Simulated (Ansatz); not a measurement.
**C₂H₅FGeSi: one species, many methods**

How much do the methods differ for C₂H₅FGeSi? The plan is to run it at one geometry with functionals of several rungs and with coupled cluster. The yardstick is the atomisation energy at the CCSD(T) limit.

The runs use Ansatz 0.2.0, Gaussian basis; functionals in def2-TZVPP, the program's frozen cores in correlated methods.

Levels to be run: PBE-D4, r2SCAN-D4, PBE0-D4, B3LYP-D4, ωB97X-V, ωB97M-V, B2PLYP; CCSD(T)/def2-TZVPP; MP2/def2-QZVPP; extrapolation to the limit.

## (1) Structure used throughout

An earlier PBE0-D4 in a triple-zeta def2 set relaxation fixed the geometry.

SMILES `FC#[C][GeH2][SiH3]`, 10 atoms, charge 0, spin multiplicity 1.

Atoms are counted from 1 here; the program's logs count them from 0.

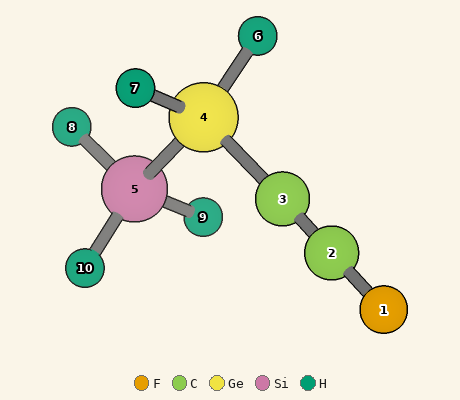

The geometry (fluorine amber, carbon green, germanium yellow, silicon pink, hydrogen teal); atoms are numbered from 1 in the order of the file.

## (2) PBE-D4 (GGA)

The input, in.yaml:

```yaml
crystal:
  periodic: [false, false, false]
  atoms:
    - {symbol: F, position_ang: [1.319406, -3.701178, 0.534815]}
    - {symbol: C, position_ang: [0.764544, -2.638142, 0.117065]}
    - {symbol: C, position_ang: [0.235251, -1.636506, -0.286052]}
    - {symbol: Ge, position_ang: [-0.567520, -0.015978, -0.859443]}
    - {symbol: Si, position_ang: [0.026211, 1.701063, 0.679487]}
    - {symbol: H, position_ang: [-2.088290, -0.233783, -0.912865]}
    - {symbol: H, position_ang: [-0.059341, 0.288227, -2.277982]}
    - {symbol: H, position_ang: [-0.583805, 2.989868, 0.257831]}
    - {symbol: H, position_ang: [-0.467408, 1.346966, 2.035179]}
    - {symbol: H, position_ang: [1.504053, 1.848165, 0.715164]}
basis:
  gaussian: {orbitals: def2-TZVPP}
hamiltonian: {xc: pbe, dispersion: d4}
output: {forces: true, orbitals: {seedname: orbitals}}
```

Launch:

```console
$ ansatz run in.yaml --threads 4 --pin off --events-out ev --progress --plain --max-ram 10444MiB
```

After this run come: r2SCAN-D4 (meta-GGA); PBE0-D4 (hybrid); B3LYP-D4 (hybrid); ωB97X-V (range-separated); ωB97M-V (range-separated); B2PLYP (double hybrid); CCSD(T) in def2-TZVPP; MP2 in def2-QZVPP.

**Question.** What will the summary of the whole plan be? Wanted: atomisation energy, CCSD(T)/CBS; farthest; mean size of error, hybrid; mean size of error, range-separated; gap, smallest and largest; T1 diagnostic; triples share of the correlation energy.

As calculated:

```
                               quantity                                           value
        atomisation energy, CCSD(T)/CBS                                  801.0 kcal/mol
functionals within 8.0 kcal/mol (1.0 %)  r2SCAN-D4, PBE0-D4, B3LYP-D4, ωB97X-V, ωB97M-V
                               farthest                         PBE-D4 (+14.0 kcal/mol)
             mean size of error, hybrid                                    3.2 kcal/mol
    mean size of error, range-separated                                    2.9 kcal/mol
              gap, smallest and largest            5.82 eV (PBE-D4), 12.13 eV (ωB97X-V)
                          T1 diagnostic                                          0.0128
triples share of the correlation energy                                           3.9 %
```

PBE-D4 is off by +14.0 kcal/mol. Double hybrids carry the basis error of their MP2 part in triple zeta, and no dispersion term here, so their miss is partly the set-up's. The reference freezes the cores and leaves out relativity and excitations past (T), and its outer-core shells are covered unevenly, so misses under about 8.0 kcal/mol can't be ranked. Hartree-Fock recovers 71 % of the binding; the rest is correlation. Orbital gaps span 5.8 to 12.1 eV; exact exchange widens them. Correlated methods include outer-core shells of Ge, which these sets cover unevenly.
